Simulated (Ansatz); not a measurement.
## CH₈OSi: geometry relaxation

CH₈OSi, computed with RKS PBE0-D4/def2-SVP (Ansatz 0.2.0).

The input holds or restrains some coordinates. Figures and captions count atoms from 1; the log counts them from 0 in places.

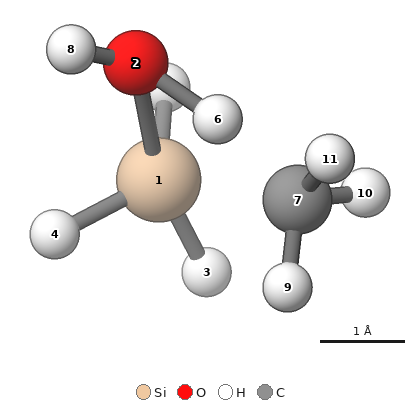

The starting structure (ball-and-stick view, seen at a tilt; atoms are numbered from 1 in the order of the input).

Results in brief:

- outcome: converged under the restraints of the input
- total energy: −11078.2739 eV
- mean-field energy: −11078.1335 eV
- dispersion energy: −0.1404 eV
- SCF solution under orbital rotations: stable
- largest force (length of the vector) at the end, held atoms and coordinates included: 1.401 eV/Å
- dipole moment: 2.25 D
- hardware: 4 threads of Arm Neoverse V1, 23 GiB of memory available, shared host
- wall time: 9 s (CPU time 31 s)
- peak memory: 0.16 GiB

The input:
```yaml
crystal:
  periodic: [false, false, false]
  atoms:
    - {symbol: Si, position_ang: [-1.015600, 0.077600, 0.255500]}
    - {symbol: O, position_ang: [0.432200, 1.178300, 0.983600]}
    - {symbol: H, position_ang: [-1.826900, -0.862400, -0.571400]}
    - {symbol: H, position_ang: [-1.179500, -0.552800, 1.566300]}
    - {symbol: H, position_ang: [-1.616700, 1.342000, -0.144300]}
    - {symbol: H, position_ang: [0.881400, 0.391200, 0.167100]}
    - {symbol: C, position_ang: [0.734500, -0.553800, -0.825100]}
    - {symbol: H, position_ang: [0.710600, 1.276600, 1.895400]}
    - {symbol: H, position_ang: [0.707100, -1.619300, -0.624900]}
    - {symbol: H, position_ang: [0.369800, -0.382400, -1.831300]}
    - {symbol: H, position_ang: [1.803000, -0.295000, -0.870900]}
basis:
  gaussian: {orbitals: def2-SVP}
hamiltonian: {xc: pbe0, dispersion: d4}
relax: {f_tol: 0.04, max_steps: 150, escape_saddle: false, constraints: [{distance: [0, 6]}, {distance: [1, 5]}, {distance: [0, 1]}, {distance: [5, 6]}]}
```

Run as:
```bash
ansatz run in.yaml --threads 4 --pin off --events-out ev --progress --plain --max-ram 9574MiB
```

What the program printed:
```
Functional definition: PBE0
  name "PBE0"
  cite "Adamo & Barone, J. Chem. Phys. 110, 6158 (1999) doi:10.1063/1.478522"
  cite "Perdew, Burke & Ernzerhof, Phys. Rev. Lett. 77, 3865 (1996) doi:10.1103/PhysRevLett.77.3865"
  parent pbe
  parameter a = 0.25
  parameter kappa = 0.804
  parameter beta = 0.06672455060314922
  exchange = (1 - a)*pbe_x(kappa = kappa, mu = beta*pi^2/3) + a*exact_x
  correlation = pbe_c(beta = beta)
917 factors; integrals over basis functions are off by at most 4.5e-4 eV
mean field evaluation 1: about -11072.3277 eV, gradient 5.3e1 eV
mean field evaluation 2: about -11068.5542 eV, gradient 6.9e1 eV
mean field evaluation 4: about -11077.9552 eV, gradient 2.8e0 eV
mean field evaluation 8: about -11077.9794 eV, gradient 6.3e-2 eV
mean field -11077.97944156 eV, -407.1082355532 hartree, gradient 6.8e-5 eV, S^2 0.000000; 0 other end points of the search recorded, 0 dependent functions left out
the calculation of the forces begins
reference -11077.97946785 eV, -407.1082365195 hartree; 18, 18 occupied and 68, 68 virtual orbitals, 917 factors
relax step   1: F+E_penalty+E_count = -11078.11993950 eV  Δ(F+E_penalty+E_count) = +0.000e0 eV  max|allowed force component| = 6.425e-1 eV/Å  Δτ_max = 0.0000 Å  (23 SCF iters, accepted)
  distance Si 0 - C 6 held at 2.151560 Å   reaction = +9.3303e-1 eV/Å
  distance O 1 - H 5 held at 1.219828 Å   reaction = +1.0250e0 eV/Å
  distance Si 0 - O 1 held at 1.959029 Å   reaction = -4.5413e-2 eV/Å
  distance H 5 - C 6 held at 1.378066 Å   reaction = -5.4698e-1 eV/Å
these checks for a lower state are left out or cut short: starts, cluster_reference, orbital_swaps, neighbouring_geometries, increment
917 factors; integrals over basis functions are off by at most 5.0e-4 eV
mean field evaluation 16: about -11078.0286 eV, gradient 4.1e0 eV
mean field -11078.08320815 eV, -407.1120489051 hartree, gradient 4.5e-5 eV, S^2 0.000000; 0 other end points of the search recorded, 0 dependent functions left out
the calculation of the forces begins
reference -11078.08323449 eV, -407.1120498731 hartree; 18, 18 occupied and 68, 68 virtual orbitals, 917 factors
relax step   2: F+E_penalty+E_count = -11078.22351612 eV  Δ(F+E_penalty+E_count) = -1.036e-1 eV  max|allowed force component| = 2.738e-1 eV/Å  Δτ_max = 0.1040 Å  (24 SCF iters, accepted)
  distance Si 0 - C 6 held at 2.151560 Å   reaction = +5.1786e-1 eV/Å
  distance O 1 - H 5 held at 1.219828 Å   reaction = +9.0764e-1 eV/Å
  distance Si 0 - O 1 held at 1.959029 Å   reaction = -2.3803e-1 eV/Å
  distance H 5 - C 6 held at 1.378066 Å   reaction = -4.9903e-1 eV/Å
these checks for a lower state are left out or cut short: starts, cluster_reference, orbital_swaps, neighbouring_geometries, increment
917 factors; integrals over basis functions are off by at most 5.3e-4 eV
mean field -11078.10608428 eV, -407.1128895872 hartree, gradient 3.7e-5 eV, S^2 0.000000; 0 other end points of the search recorded, 0 dependent functions left out
the calculation of the forces begins
reference -11078.10611067 eV, -407.1128905571 hartree; 18, 18 occupied and 68, 68 virtual orbitals, 917 factors
relax step   3: F+E_penalty+E_count = -11078.24622845 eV  Δ(F+E_penalty+E_count) = -2.271e-2 eV  max|allowed force component| = 1.913e-1 eV/Å  Δτ_max = 0.0561 Å  (23 SCF iters, accepted)
  distance Si 0 - C 6 held at 2.151560 Å   reaction = +2.4250e-1 eV/Å
  distance O 1 - H 5 held at 1.219828 Å   reaction = +8.4853e-1 eV/Å
  distance Si 0 - O 1 held at 1.959029 Å   reaction = -2.9640e-1 eV/Å
  distance H 5 - C 6 held at 1.378066 Å   reaction = -5.2950e-1 eV/Å
these checks for a lower state are left out or cut short: starts, cluster_reference, orbital_swaps, neighbouring_geometries, increment
917 factors; integrals over basis functions are off by at most 5.4e-4 eV
mean field -11078.09074548 eV, -407.1123258970 hartree, gradient 6.9e-5 eV, S^2 0.000000; 0 other end points of the search recorded, 0 dependent functions left out
the calculation of the forces begins
reference -11078.09077166 eV, -407.1123268590 hartree; 18, 18 occupied and 68, 68 virtual orbitals, 917 factors
relax step   4: F+E_penalty+E_count = -11078.23100463 eV  Δ(F+E_penalty+E_count) = +1.522e-2 eV  max|allowed force component| = 6.033e-1 eV/Å  Δτ_max = 0.0984 Å  (24 SCF iters, rejected (line search))
  distance Si 0 - C 6 held at 2.151560 Å   reaction = +3.4715e-1 eV/Å
  distance O 1 - H 5 held at 1.219828 Å   reaction = +8.2557e-1 eV/Å
  distance Si 0 - O 1 held at 1.959029 Å   reaction = -2.5170e-1 eV/Å
  distance H 5 - C 6 held at 1.378066 Å   reaction = -8.0607e-1 eV/Å
these checks for a lower state are left out or cut short: starts, cluster_reference, orbital_swaps, neighbouring_geometries, increment
917 factors; integrals over basis functions are off by at most 5.3e-4 eV
mean field evaluation 32: about -11078.1150 eV, gradient 1.9e-2 eV
mean field -11078.12068080 eV, -407.1134259994 hartree, gradient 3.5e-5 eV, S^2 0.000000; 0 other end points of the search recorded, 0 dependent functions left out
the calculation of the forces begins
reference -11078.12070708 eV, -407.1134269654 hartree; 18, 18 occupied and 68, 68 virtual orbitals, 917 factors
relax step   5: F+E_penalty+E_count = -11078.26094467 eV  Δ(F+E_penalty+E_count) = -1.472e-2 eV  max|allowed force component| = 1.180e-1 eV/Å  Δτ_max = 0.0479 Å  (23 SCF iters, accepted)
  distance Si 0 - C 6 held at 2.151560 Å   reaction = +2.9660e-1 eV/Å
  distance O 1 - H 5 held at 1.219828 Å   reaction = +8.1418e-1 eV/Å
  distance Si 0 - O 1 held at 1.959029 Å   reaction = -2.8125e-1 eV/Å
  distance H 5 - C 6 held at 1.378066 Å   reaction = -5.8720e-1 eV/Å
these checks for a lower state are left out or cut short: starts, cluster_reference, orbital_swaps, neighbouring_geometries, increment
917 factors; integrals over basis functions are off by at most 5.4e-4 eV
mean field -11078.13095508 eV, -407.1138035722 hartree, gradient 5.1e-5 eV, S^2 0.000000; 0 other end points of the search recorded, 0 dependent functions left out
the calculation of the forces begins
reference -11078.13098134 eV, -407.1138045373 hartree; 18, 18 occupied and 68, 68 virtual orbitals, 917 factors
relax step   6: F+E_penalty+E_count = -11078.27140443 eV  Δ(F+E_penalty+E_count) = -1.046e-2 eV  max|allowed force component| = 1.638e-1 eV/Å  Δτ_max = 0.1000 Å  (23 SCF iters, accepted)
  distance Si 0 - C 6 held at 2.151560 Å   reaction = +3.5237e-1 eV/Å
  distance O 1 - H 5 held at 1.219828 Å   reaction = +8.1687e-1 eV/Å
  distance Si 0 - O 1 held at 1.959029 Å   reaction = -3.3361e-1 eV/Å
  distance H 5 - C 6 held at 1.378066 Å   reaction = -6.3765e-1 eV/Å
these checks for a lower state are left out or cut short: starts, cluster_reference, orbital_swaps, neighbouring_geometries, increment
917 factors; integrals over basis functions are off by at most 5.5e-4 eV
mean field -11078.12312399 eV, -407.1135157849 hartree, gradient 4.2e-5 eV, S^2 0.000000; 0 other end points of the search recorded, 0 dependent functions left out
the calculation of the forces begins
reference -11078.12315029 eV, -407.1135167518 hartree; 18, 18 occupied and 68, 68 virtual orbitals, 917 factors
relax step   7: F+E_penalty+E_count = -11078.26339788 eV  Δ(F+E_penalty+E_count) = +8.007e-3 eV  max|allowed force component| = 2.515e-1 eV/Å  Δτ_max = 0.0750 Å  (23 SCF iters, rejected (line search))
  distance Si 0 - C 6 held at 2.151560 Å   reaction = +2.8802e-1 eV/Å
  distance O 1 - H 5 held at 1.219828 Å   reaction = +7.6624e-1 eV/Å
  distance Si 0 - O 1 held at 1.959029 Å   reaction = -3.1676e-1 eV/Å
  distance H 5 - C 6 held at 1.378066 Å   reaction = -5.8595e-1 eV/Å
these checks for a lower state are left out or cut short: starts, cluster_reference, orbital_swaps, neighbouring_geometries, increment
917 factors; integrals over basis functions are off by at most 5.4e-4 eV
mean field -11078.13346972 eV, -407.1138959836 hartree, gradient 3.3e-5 eV, S^2 0.000000; 0 other end points of the search recorded, 0 dependent functions left out
the calculation of the forces begins
reference -11078.13349600 eV, -407.1138969493 hartree; 18, 18 occupied and 68, 68 virtual orbitals, 917 factors
relax step   8: F+E_penalty+E_count = -11078.27391248 eV  Δ(F+E_penalty+E_count) = -2.508e-3 eV  max|allowed force component| = 2.600e-2 eV/Å  Δτ_max = 0.0366 Å  (23 SCF iters, accepted)
  distance Si 0 - C 6 held at 2.151560 Å   reaction = +3.5755e-1 eV/Å
  distance O 1 - H 5 held at 1.219828 Å   reaction = +8.2030e-1 eV/Å
  distance Si 0 - O 1 held at 1.959029 Å   reaction = -2.9857e-1 eV/Å
  distance H 5 - C 6 held at 1.378066 Å   reaction = -6.1029e-1 eV/Å
917 factors; integrals over basis functions are off by at most 5.4e-4 eV
mean field evaluation 64: about -11078.1335 eV, gradient 5.0e-4 eV
```

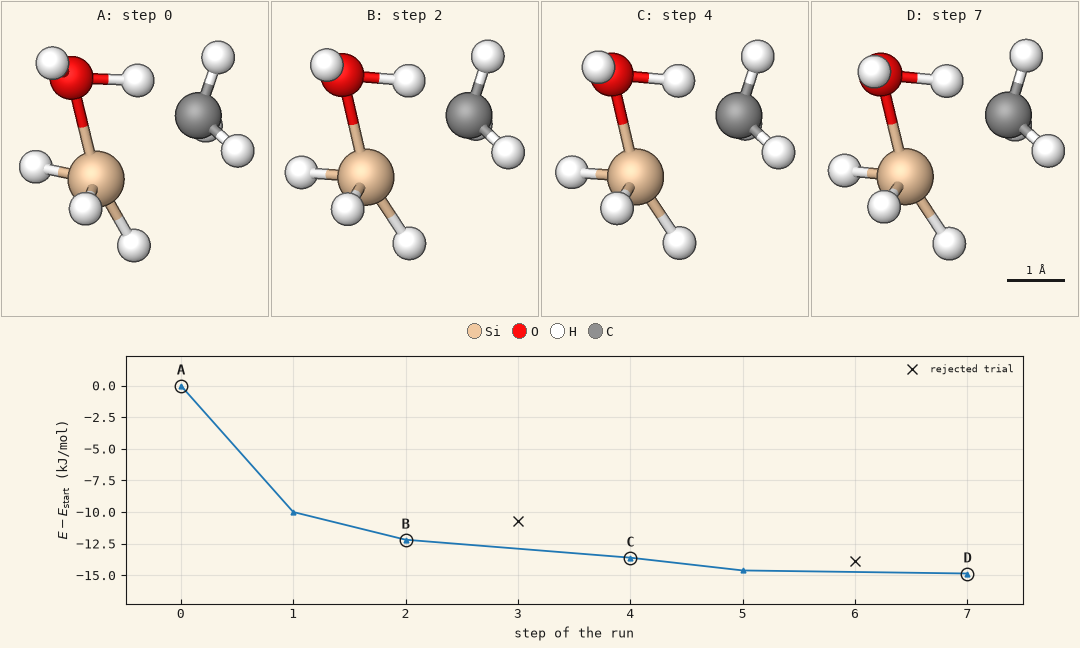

Frames of the restrained relaxation (ball-and-stick view, seen at a tilt) above the curves, on which the letters mark them (the first geometry is step 0 here and step 1 in the log).

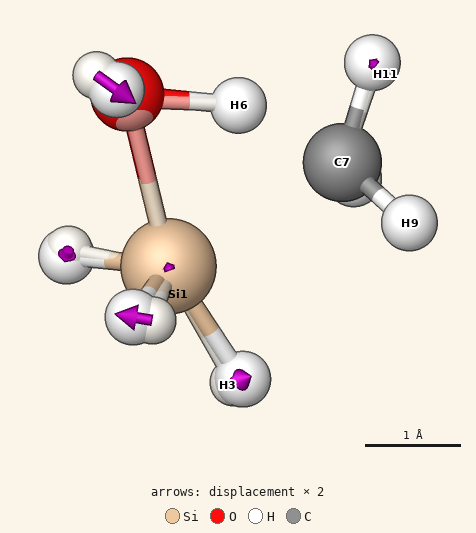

Start (faint) and end (solid) with the displacements as pink arrows, magnified 2 times (ball-and-stick view, seen at a tilt). The two geometries are laid on each other by the best rigid fit. The atom that moves furthest after the best rigid fit is H8 (0.27 Å). Largest moves by element: H 0.27 Å, O 0.07 Å, Si 0.05 Å, C 0.02 Å. Among the contacts that change: Si1–H4 1.464 → 1.502 Å, Si1–H5 1.456 → 1.491 Å, Si1–H3 1.492 → 1.517 Å, C7–H10 1.084 → 1.100 Å. Among the angles that change: Si1–O2–H8 128.7° → 112.7°, H6–O2–H8 126.6° → 112.1°, H4–Si1–H5 125.0° → 118.0°. Over 7 geometry steps the energy falls by 14.9 kJ/mol. Largest force component: 0.64 eV/Å at the start, 0.026 eV/Å at the end. The line search rejected the trial steps at points 3, 6 (counted from 0) and went back. (Atoms are counted from 1 in the order of the input.)

```
mean field -11078.13346972 eV, -407.1138959836 hartree, gradient 3.3e-5 eV, S^2 0.000000; 1 other end points of the search recorded, 0 dependent functions left out
the calculation of the forces begins
reference -11078.13349600 eV, -407.1138969493 hartree; 18, 18 occupied and 68, 68 virtual orbitals, 917 factors
Total energy: -11078.27393876 eV, -407.1190581255 hartree
Atom 0 at    -0.986135     0.114032     0.262297 Å, force     0.045259    -0.255113    -0.314280 eV/Å
Atom 1 at     0.462525     1.235477     0.956229 Å, force     0.481690    -0.412032    -0.411240 eV/Å
Atom 2 at    -1.726074    -0.951418    -0.523717 Å, force     0.005258    -0.010958     0.002841 eV/Å
Atom 3 at    -1.250186    -0.381696     1.654947 Å, force     0.004612     0.006430     0.007786 eV/Å
Atom 4 at    -1.700082     1.342418    -0.191483 Å, force    -0.006329     0.000198    -0.003101 eV/Å
Atom 5 at     0.858343     0.405970     0.154216 Å, force    -0.205555     0.984533     0.975822 eV/Å
Atom 6 at     0.742475    -0.545397    -0.836007 Å, force    -0.350972    -0.304645    -0.257154 eV/Å
Atom 7 at     0.706328     1.009507     1.863917 Å, force     0.011652    -0.000854    -0.011596 eV/Å
Atom 8 at     0.710087    -1.625285    -0.635414 Å, force     0.018721     0.004169    -0.002487 eV/Å
Atom 9 at     0.369465    -0.350365    -1.852264 Å, force    -0.004307    -0.002998     0.009184 eV/Å
Atom 10 at     1.813155    -0.253244    -0.852721 Å, force    -0.000028    -0.008729     0.004226 eV/Å
Dipole moment:     0.425477    -0.149284     0.126311 e Å
```

Trajectory as extended XYZ (Å, eV, eV/Å), 8 frames, from step=1 to step=8:
```
11
Properties=species:S:1:pos:R:3:forces:R:3 step=1 energy=-11078.11994
Si   -1.0156    0.0776    0.2555    1.0390  -0.2079  -0.4152
O     0.4322    1.1783    0.9836    0.6343  -0.1227  -1.0570
H    -1.8269   -0.8624   -0.5714   -0.0628  -0.3831  -0.3469
H    -1.1795   -0.5528    1.5663   -0.2402  -0.1801   0.6425
H    -1.6167    1.3420   -0.1443   -0.5342   0.5578  -0.1101
H     0.8814    0.3912    0.1671   -0.3391   0.8746   1.2089
C     0.7345   -0.5538   -0.8251   -0.6190  -0.0858   0.0026
H     0.7106    1.2766    1.8954    0.1103  -0.2592   0.3202
H     0.7071   -1.6193   -0.6249   -0.0496  -0.5326   0.1544
H     0.3698   -0.3824   -1.8313   -0.2035   0.1381  -0.5300
H     1.8030   -0.2950   -0.8709    0.2647   0.2009   0.1306
11
Properties=species:S:1:pos:R:3:forces:R:3 step=2 energy=-11078.22352
Si   -1.0017    0.1039    0.2635    0.3546  -0.3790  -0.4045
O     0.4656    1.1921    0.9711    0.4314  -0.2019  -0.7708
H    -1.7354   -0.9039   -0.5981   -0.0894  -0.0316   0.0108
H    -1.2302   -0.4984    1.6082   -0.0808   0.0164   0.1578
H    -1.7126    1.3483   -0.1305   -0.0794   0.0990   0.0429
H     0.8762    0.3751    0.1637   -0.2330   0.8883   1.0785
C     0.7236   -0.5591   -0.8378   -0.2726  -0.1374  -0.1026
H     0.7490    1.2321    1.8927   -0.0411  -0.2534   0.0135
H     0.6866   -1.6362   -0.6363   -0.0337  -0.0775   0.0494
H     0.3816   -0.3701   -1.8624   -0.0675   0.0685  -0.0517
H     1.7972   -0.2839   -0.8342    0.1115   0.0085  -0.0233
11
Properties=species:S:1:pos:R:3:forces:R:3 step=3 energy=-11078.24623
Si   -0.9879    0.1015    0.2544   -0.0505  -0.2038  -0.1556
O     0.4723    1.2047    0.9535    0.4847  -0.2991  -0.4882
H    -1.7398   -0.9252   -0.5851    0.0787   0.0628   0.0576
H    -1.2548   -0.4524    1.6289    0.0526   0.0272  -0.0767
H    -1.7389    1.3454   -0.1148    0.0843  -0.0853  -0.0038
H     0.8872    0.3722    0.1645   -0.2463   0.9343   1.0180
C     0.7416   -0.5563   -0.8434   -0.2837  -0.2824  -0.1806
H     0.7292    1.1875    1.8878   -0.0839  -0.1913  -0.1777
H     0.6840   -1.6368   -0.6385    0.0189   0.0745  -0.0543
H     0.3842   -0.3498   -1.8647    0.0284  -0.0118   0.0803
H     1.8227   -0.2908   -0.8427   -0.0832  -0.0252  -0.0189
11
Properties=species:S:1:pos:R:3:forces:R:3 step=4 energy=-11078.23100 accepted=F
Si   -0.9830    0.1194    0.2605    0.0633  -0.5503  -0.1647
O     0.4734    1.2348    0.9480    0.3486  -0.3062  -0.8283
H    -1.7236   -0.9583   -0.5255    0.0638   0.1213   0.0110
H    -1.2524   -0.4023    1.6476    0.0564   0.0882  -0.0355
H    -1.7288    1.3368   -0.1619    0.0201   0.0589  -0.0383
H     0.8887    0.3910    0.1711   -0.2919   0.8768   1.1331
C     0.7527   -0.5679   -0.8093   -0.5411  -0.0407  -1.0042
H     0.6922    1.0975    1.8736    0.0864  -0.1248   0.2451
H     0.6498   -1.6585   -0.7028    0.3194   0.1135   0.2550
H     0.4100   -0.3322   -1.8353   -0.1345   0.0696   0.1830
H     1.8209   -0.2602   -0.8660    0.0094  -0.3063   0.2438
11
Properties=species:S:1:pos:R:3:forces:R:3 step=5 energy=-11078.26094
Si   -0.9871    0.1073    0.2584    0.0359  -0.2480  -0.2317
O     0.4705    1.2229    0.9431    0.4706  -0.3614  -0.4214
H    -1.7285   -0.9287   -0.5725    0.0245   0.0327   0.0495
H    -1.2471   -0.4365    1.6361    0.0471   0.0281  -0.0404
H    -1.7340    1.3437   -0.1254    0.0295  -0.0251  -0.0158
H     0.8834    0.3767    0.1675   -0.2660   0.9539   0.9806
C     0.7421   -0.5573   -0.8358   -0.3001  -0.2637  -0.2961
H     0.7116    1.1442    1.8774   -0.0400  -0.1180  -0.1128
H     0.6846   -1.6391   -0.6485    0.0234   0.0251  -0.0025
H     0.3835   -0.3439   -1.8557    0.0083  -0.0013   0.0773
H     1.8210   -0.2894   -0.8448   -0.0333  -0.0225   0.0133
11
Properties=species:S:1:pos:R:3:forces:R:3 step=6 energy=-11078.27140
Si   -0.9889    0.1140    0.2607    0.0820  -0.2906  -0.2874
O     0.4622    1.2379    0.9455    0.5768  -0.4734  -0.2410
H    -1.7241   -0.9483   -0.5366    0.0038   0.0106   0.0176
H    -1.2482   -0.3974    1.6503    0.0196   0.0293  -0.0180
H    -1.7186    1.3407   -0.1748    0.0114  -0.0007  -0.0001
H     0.8712    0.3928    0.1668   -0.2974   1.0455   0.9190
C     0.7422   -0.5471   -0.8327   -0.3244  -0.3489  -0.2986
H     0.7132    1.0454    1.8620   -0.0710   0.0268  -0.1380
H     0.6978   -1.6286   -0.6441    0.0126  -0.0041  -0.0079
H     0.3753   -0.3384   -1.8496    0.0031  -0.0026   0.0388
H     1.8178   -0.2710   -0.8476   -0.0166   0.0082   0.0157
11
Properties=species:S:1:pos:R:3:forces:R:3 step=7 energy=-11078.26340 accepted=F
Si   -0.9833    0.1243    0.2530   -0.0664  -0.3741  -0.1354
O     0.4655    1.2308    0.9704    0.3975  -0.2879  -0.5067
H    -1.7292   -0.9483   -0.5163   -0.0009   0.0087  -0.0242
H    -1.2327   -0.3562    1.6526   -0.0699  -0.0534   0.0092
H    -1.6961    1.3548   -0.1946    0.0203   0.0029  -0.0470
H     0.8294    0.4158    0.1389    0.0595   0.8480   1.0943
C     0.7436   -0.5535   -0.8369   -0.3354  -0.1734  -0.3064
H     0.6921    0.9747    1.8757    0.0372  -0.0251  -0.1123
H     0.7437   -1.6352   -0.6356   -0.0542   0.0781   0.0709
H     0.3609   -0.3747   -1.8523    0.0243  -0.0077  -0.0159
H     1.8061   -0.2325   -0.8550   -0.0121  -0.0160  -0.0266
11
Properties=species:S:1:pos:R:3:forces:R:3 step=8 energy=-11078.27391
Si   -0.9861    0.1140    0.2623    0.0453  -0.2551  -0.3143
O     0.4625    1.2355    0.9562    0.4817  -0.4120  -0.4112
H    -1.7261   -0.9514   -0.5237    0.0053  -0.0110   0.0028
H    -1.2502   -0.3817    1.6549    0.0046   0.0064   0.0078
H    -1.7001    1.3424   -0.1915   -0.0063   0.0002  -0.0031
H     0.8583    0.4060    0.1542   -0.2056   0.9845   0.9758
C     0.7425   -0.5454   -0.8360   -0.3510  -0.3046  -0.2572
H     0.7063    1.0095    1.8639    0.0117  -0.0009  -0.0116
H     0.7101   -1.6253   -0.6354    0.0187   0.0042  -0.0025
H     0.3695   -0.3504   -1.8523   -0.0043  -0.0030   0.0092
H     1.8132   -0.2532   -0.8527    0.0000  -0.0087   0.0042
```

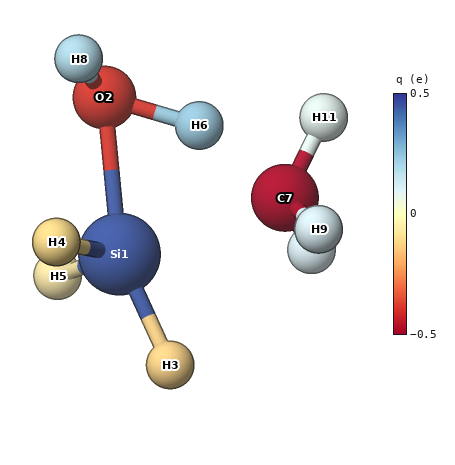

Mulliken charges, as the colour of each atom (ball-and-stick view, seen on its broad side; atoms are numbered from 1 in the order of the input). By element: Si +0.45, O −0.40, H −0.12 to +0.24 and C −0.48 e.
